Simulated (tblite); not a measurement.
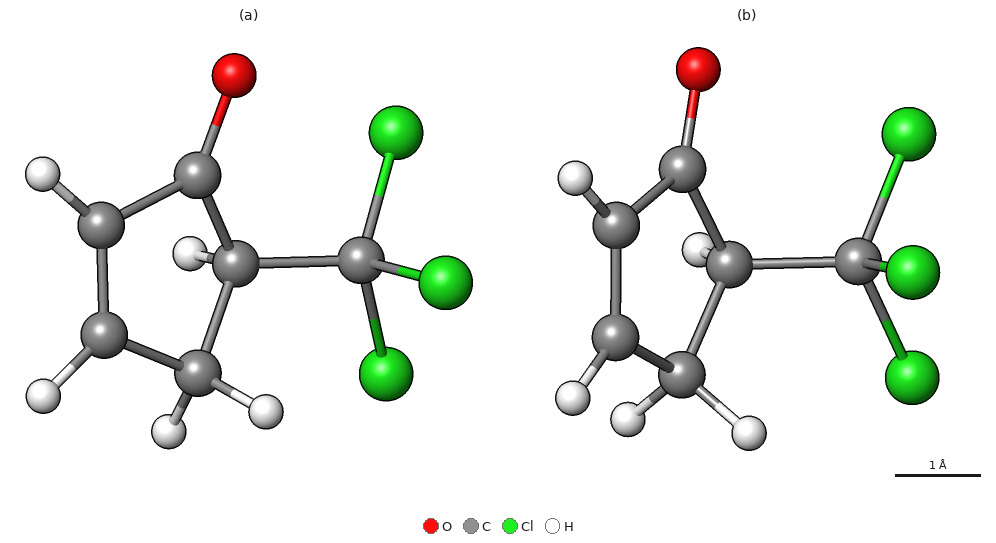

The structure of C$_{6}$H$_{5}$Cl$_{3}$O before (left) and after (right) a relaxation, at one scale.

The picture is a ball-and-stick view, seen at a tilt.

These are results of GFN2-xTB geometry optimisation, gas phase in tblite 0.8.0, not measurements. 

Question: What changed between the two?

Answer: Over 74 geometry steps the energy falls by 10.4 kcal/mol. The largest move after the best rigid fit is that of the O atom, 0.64 Å. Largest moves by element: O 0.64 Å, H 0.61 Å, Cl 0.50 Å, C 0.26 Å. Some distances before and after: C–C 1.473 → 1.551 Å, C–O 1.265 → 1.201 Å, C–C 1.303 → 1.332 Å, C–H 1.118 → 1.091 Å. Bond angles that change, for instance: C–C–Cl 104.9° → 110.2°, H–C–H 112.1° → 107.2°, O–C–C 129.7° → 125.1°. Groups turn about C–C by about 30°, C–C by about 25°.
